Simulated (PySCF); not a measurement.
## A study: Cl4Ge, SMILES `Cl[Ge](Cl)(Cl)Cl`

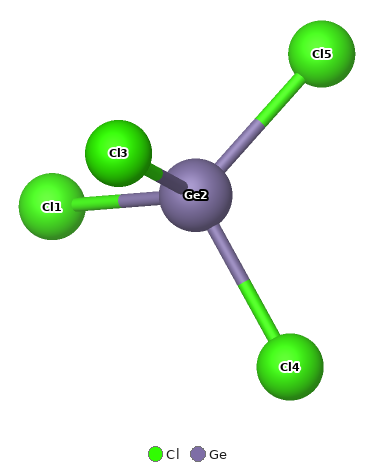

The molecule, with its atoms numbered as below. No frequency check shows the geometry to be a minimum.

Geometry (Å), atoms numbered from 1:

```
Cl1      1.2283    0.6746    1.6004
Ge2     -0.0002    0.0003    0.0003
Cl3      1.2287   -0.6743   -1.6006
Cl4     -1.2280   -1.6012    0.6741
Cl5     -1.2286    1.6004   -0.6746
```

### 1. Bonding charge

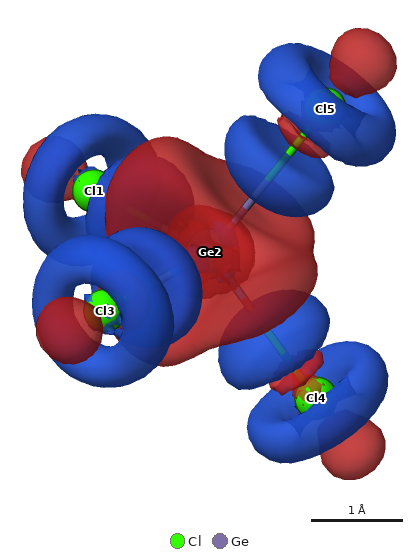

Deformation density (molecule less spherical, spin-averaged free atoms at the same positions), surfaces at ±0.05 e/Å³; blue: gain, red: loss.

Computed with PySCF, M06-2X/def2-TZVP, geometry: GFN2-xTB.

> Describe the bonding that the map shows.

Cl1–Ge2, Ge2–Cl5, Ge2–Cl4 and Ge2–Cl3: +0.10 e/Å³ at the bond critical point (bond length 2.13 Å, Mayer order 1.1). In all, 1.1 electrons gather in the regions of gain relative to the promolecule. A small or negative value marks a very polar bond, one between electron-rich atoms, whose free-atom densities already overlap strongly, a long bond to a heavier atom, or a closed-shell contact such as a hydrogen bond.

> Where do the Hirshfeld charges lie?

The highest Hirshfeld charge is on Ge2 (+0.45 e), the lowest on Cl1, Cl3, Cl4 and Cl5 (−0.11 e).

### 2. Bond critical points

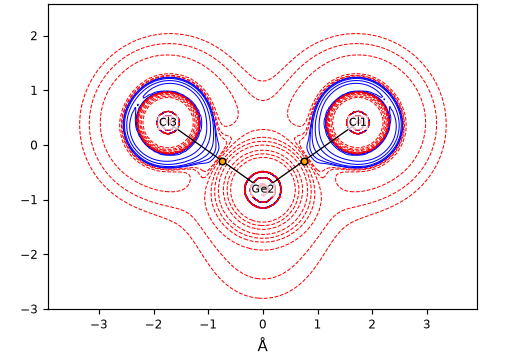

Negative Laplacian of the density (−∇²ρ) in the plane of Cl1, Ge2 and Cl3 (solid blue lines positive, dashed red lines negative, contours at ±0.02 to ±8 a.u.), with bond paths and bond critical points (dots).

> At which bond critical points in this plane is charge locally concentrated, and at which depleted?

At none is it concentrated. Depleted (∇²ρ > 0): Cl1–Ge2 and Ge2–Cl3 (+0.20 a.u., H = −0.050).

> Where along Cl1–Ge2 does the critical point lie?

1.21 Å from Cl1 and 0.91 Å from Ge2.

### 3. Electrostatic potential

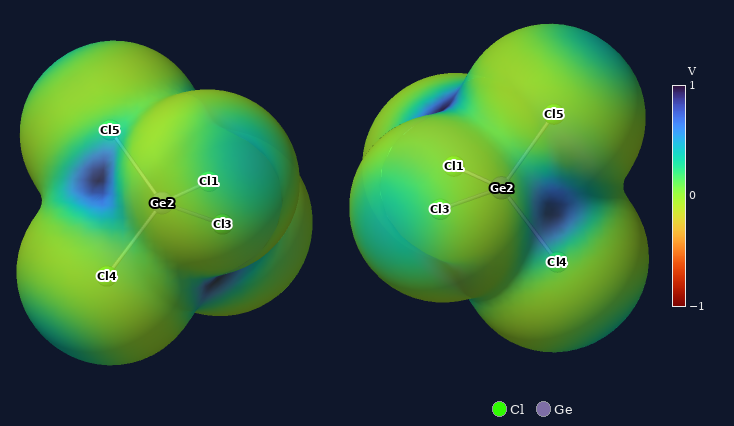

Electrostatic potential on the surface of electron density 0.001 a.u. (back view left, front view right).

> Where are the extremes of the potential on the surface?

Highest: 0.97 V, off the Cl1–Ge2 bond (2.3 to 2.5 Å from its atoms), and at like points elsewhere. Further maxima include 0.38 V, 2.0 Å from Cl5. Lowest: −0.07 V, 2.1 Å from Cl3, and at like points elsewhere. The surface is sampled at points, so like sites can differ by a few per cent and only the strongest of them is named.

> Does Cl5 carry a σ-hole?

Yes: a local maximum of +0.38 V lies on the extension of the Ge2–Cl5 bond.

> What volume does the surface enclose, and what is the dipole moment?

About 147 Å³; the dipole moment is 0.0 D.

### 4. In an electric field

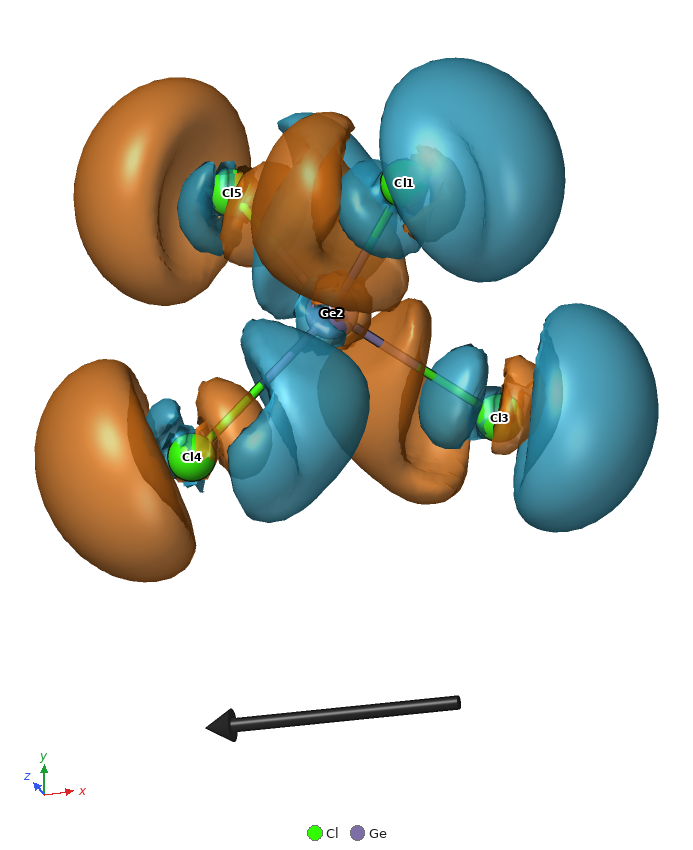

Change of the electron density in a uniform field of 0.51 V/Å along −x (arrow), surfaces at ±0.004 e/Å³ (light blue: gain, orange: loss).

PySCF calculation, M06-2X/def2-SVPD, gas phase; geometry: GFN2-xTB.

> What dipole is induced, and what polarisability does it imply?

The induced dipole is 2.07 D (along the field); α along this axis, from the fields in both directions, is 82 bohr³ (12.1 Å³).

> Which atoms gain and lose the most charge?

Electrons gather most on Cl1 and Cl3 alike (Hirshfeld charge changes by −0.036 e) and leave Cl4 and Cl5 alike most (+0.036 e); 0.174 electrons are displaced in all.

### 5. Removing or adding an electron

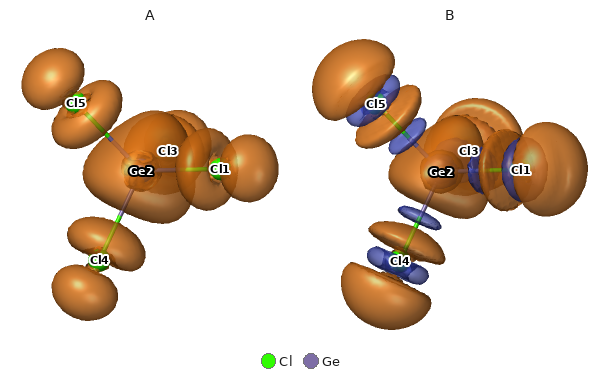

The Fukui function f⁺ from two separate SCF calculations and the density of the LUMO, at ±0.015 e/Å³ (orange positive, blue negative).

Method: TPSSh/def2-SVP; geometry: GFN2-xTB; program: PySCF.

> Which panel is which, and how good is the frozen-orbital picture?

B is f⁺ (it has negative regions), A the LUMO density. The LUMO lies on Ge2 (32 %) and Cl1, Cl3, Cl4 and Cl5 (17 % each); f⁺ (Hirshfeld-condensed) is largest on Cl1, Cl3, Cl4 and Cl5 (0.20 each) and Ge2 (0.18); the vertical electron affinity is 0.20 eV (the stability of the anion's solution wasn't checked; the anion's highest orbital has positive energy, so this value and f⁺ depend on the basis). Relaxation shifts 14 % of the electron between atoms. The orbital energy is −2.73 eV.

### 6. Localised orbitals

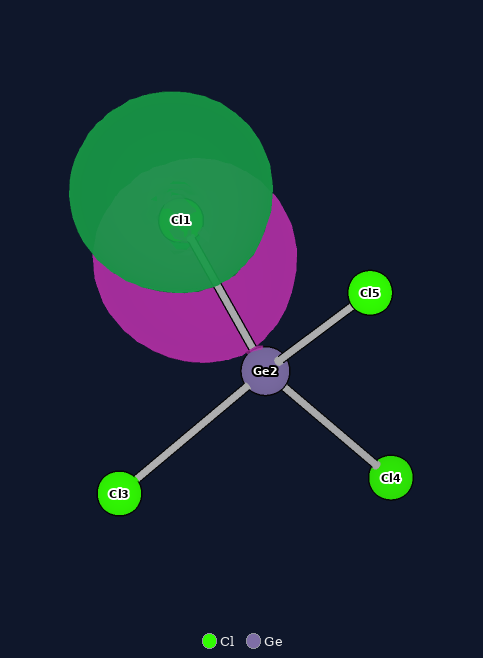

Pipek–Mezey orbitals, occupied; each surface holds about 85 % of the orbital's density. Energies are diagonal elements of the Fock matrix.

Method: BLYP/cc-pVTZ; geometry: GFN2-xTB; program: PySCF.

> What does this orbital represent?

Lone pair on Cl1 (p-type) (Cl1 96 %, Ge2 3 %; −8.5 eV).

The PySCF runs shown took 34 s, 57 s, 3.7 min and 36 s on 1 thread of Intel(R) Xeon(R) Platinum 8259CL CPU @ 2.50GHz (Skylake/Cascade Lake) (shared host).
